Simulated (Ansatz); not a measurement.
# C2H3OSi+: functionals against CCSD(T) at one geometry

How do the functionals fare away from a minimum? The structure is a frame of a short trajectory.

Program: Ansatz 0.2.0, Gaussian basis. Level of theory: single points in def2-TZVPP. These are calculated values, not measurements.

Cores are frozen in the correlated methods.

2 further runs of the same task are left out: 2 that didn't finish.

## (1) The system as given

SMILES `O[CH+]C#[SiH]`, 7 atoms, charge 1, spin multiplicity 1.

Atoms are counted from 1 here; the program's logs count them from 0.

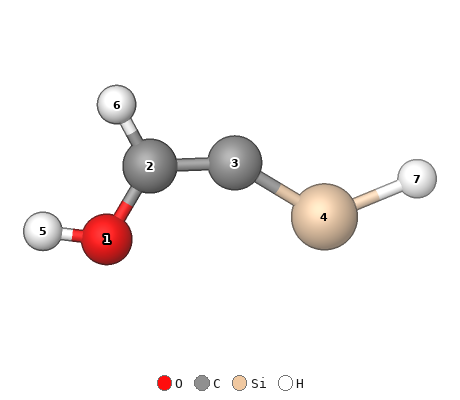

As it starts; oxygen red, carbon grey, silicon light orange, hydrogen white; atoms are numbered from 1 in the order of the file.

Coordinates:

```
O    -0.8069    1.2236    0.3703
C     0.1615    0.4541    0.7356
C     0.5097   -0.5780    0.0254
Si    0.2670   -1.4571   -1.3358
H    -0.8981    2.0117    0.9381
H     0.7357    0.6633    1.6273
H     1.1182   -2.6263   -1.8763
```

## (2) PBE-D4/def2-TZVPP

Contents of run/in.yaml:

```yaml
crystal:
  periodic: [false, false, false]
  atoms:
    - {symbol: O, position_ang: [-0.806878, 1.223591, 0.370293]}
    - {symbol: C, position_ang: [0.161453, 0.454062, 0.735593]}
    - {symbol: C, position_ang: [0.509716, -0.578022, 0.025384]}
    - {symbol: Si, position_ang: [0.266986, -1.457090, -1.335830]}
    - {symbol: H, position_ang: [-0.898073, 2.011734, 0.938092]}
    - {symbol: H, position_ang: [0.735680, 0.663277, 1.627289]}
    - {symbol: H, position_ang: [1.118232, -2.626291, -1.876334]}
basis:
  gaussian: {orbitals: def2-TZVPP}
total_charge: 1
hamiltonian: {xc: pbe, dispersion: d4}
output: {forces: true}
```

Command:

```console
$ ansatz run in.yaml --threads 2 --pin off --events-out ev --progress --plain --max-ram 3481MiB
```

## (3) r2SCAN-D4/def2-TZVPP

run/in.yaml, as its differences from that of step 2:

```diff
@@ -13,3 +13,3 @@
 total_charge: 1
-hamiltonian: {xc: pbe, dispersion: d4}
+hamiltonian: {xc: r2scan, dispersion: d4}
 output: {forces: true}
```

## (4) PBE0-D4/def2-TZVPP

run/in.yaml, as its differences from that of step 3:

```diff
@@ -13,3 +13,3 @@
 total_charge: 1
-hamiltonian: {xc: r2scan, dispersion: d4}
-output: {forces: true}
+hamiltonian: {xc: pbe0, dispersion: d4}
+output: {forces: true, orbitals: {seedname: orbitals}}
```

## (5) wB97M-V/def2-TZVPP

run/in.yaml, as its differences from that of step 4:

```diff
@@ -13,3 +13,3 @@
 total_charge: 1
-hamiltonian: {xc: pbe0, dispersion: d4}
-output: {forces: true, orbitals: {seedname: orbitals}}
+hamiltonian: {xc: {name: wB97M-V}}
+output: {forces: true}
```

## (6) CCSD(T)/def2-TZVPP

run/in.yaml, as its differences from that of step 5:

```diff
@@ -13,3 +13,3 @@
 total_charge: 1
-hamiltonian: {xc: {name: wB97M-V}}
+correlation: {method: ccsd_t}
 output: {forces: true}
```

(Steps that only read results are left out.)

Q: Predict the outcome of this session. Wanted: energy less free atoms, CCSD(T)/def2-TZVPP; RMS force component; RMS force error; HOMO and LUMO, PBE0-D4; T1 diagnostic.

**Answer**, as computed:

| quantity | value |
| --- | --- |
| energy less free atoms, CCSD(T)/def2-TZVPP | -1759.2 kJ/mol |
| RMS force component | 0.878 to 1.101 eV/Å over the methods |
| RMS force error | PBE-D4 0.253, r2SCAN-D4 0.234, PBE0-D4 0.281, wB97M-V 0.257 eV/Å |
| HOMO and LUMO, PBE0-D4 | -13.17 and -8.76 eV |
| T1 diagnostic | 0.028 |

Against CCSD(T) the functionals' energies less atoms differ by -200.7 to -86.9 kJ/mol, PBE-D4 by -200.7 kJ/mol. The reference is not at the basis limit: in triple zeta CCSD(T) underbinds, which counts against methods that bind more; the gaps are no ranking. The forces of r2SCAN-D4 come nearest to CCSD(T), those of PBE0-D4 are farthest. Frozen-core CCSD(T) forces in triple zeta carry basis errors of their own, and this is one geometry, so small gaps rank nothing. The T1 diagnostic is large here, over the usual mark for main-group molecules (transition-metal compounds often pass it harmlessly), so CCSD(T) itself may be off. The restricted Hartree–Fock reference is unstable towards an unrestricted one at one or more of these structures.
